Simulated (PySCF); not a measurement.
**C4H9ClSSi: density, localisation and related maps**

```xyz
16

C     1.9872   -0.2719    1.1391
S     1.8397   -0.4873   -0.6573
C     0.0700   -0.1711   -0.9492
C    -0.8763   -1.0932   -0.1549
Si   -1.5500    0.3990    0.8338
Cl   -3.5220    0.7716    0.6695
C    -0.4125    1.2124   -0.4700
H     1.3535   -0.9863    1.6549
H     1.7262    0.7436    1.4197
H     3.0287   -0.4640    1.3761
H    -0.0147   -0.3021   -2.0280
H    -0.3586   -1.8823    0.3852
H    -1.5984   -1.5815   -0.8078
H    -1.1457    0.5137    2.2318
H     0.3928    1.8555   -0.1242
H    -0.9274    1.7527   -1.2628
```

Geometry: GFN2-xTB.

Level of theory: PBE0/pcSseg-1, SCF density, gas phase, non-relativistic in PySCF.

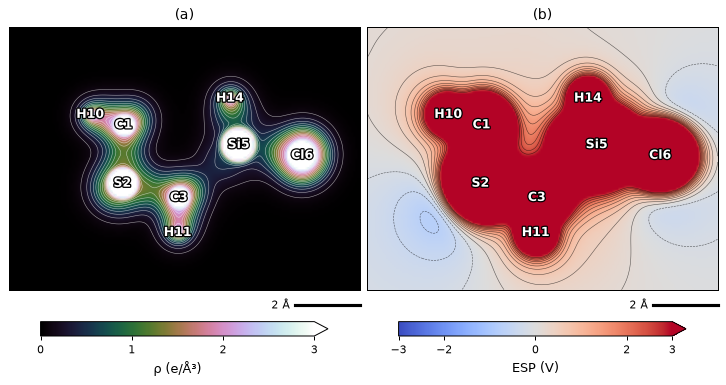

Figure 1. (a) total electron density; (b) electrostatic potential on the plane of atoms Cl6, Si5 and H14.

Question: What does the map show?

Answer:
- The section cuts through C, S, Si, Cl and H sites.
- C–S (1.82 Å): ρ at the midpoint is about 1.2 e/Å³.
- Si–Cl (2.01 Å): the density is about 0.97 e/Å³ at the midpoint.
- C–H (1.09 Å): ρ at the midpoint is about 2 e/Å³.
- Si–H (1.46 Å): ρ is about 0.83 e/Å³ halfway.
- Outside the dense part of the molecule the potential is most negative (−0.8 V) near S2.

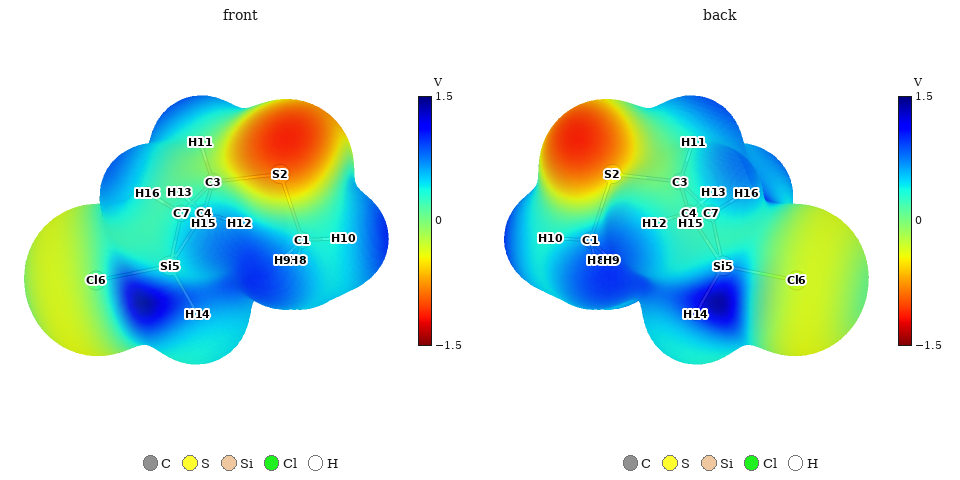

Figure 2. The electrostatic potential painted on the density surface at 0.002 e/bohr³, seen from the front and from behind; red is negative and blue positive.

Question: Describe the electrostatic potential map.

Answer: The most negative region (about −1.1 V) lies over S2, the most positive (about +1.3 V) over Si5.

Question: What dipole moment does the calculation give?

Answer: Its dipole moment is 0.98 D.
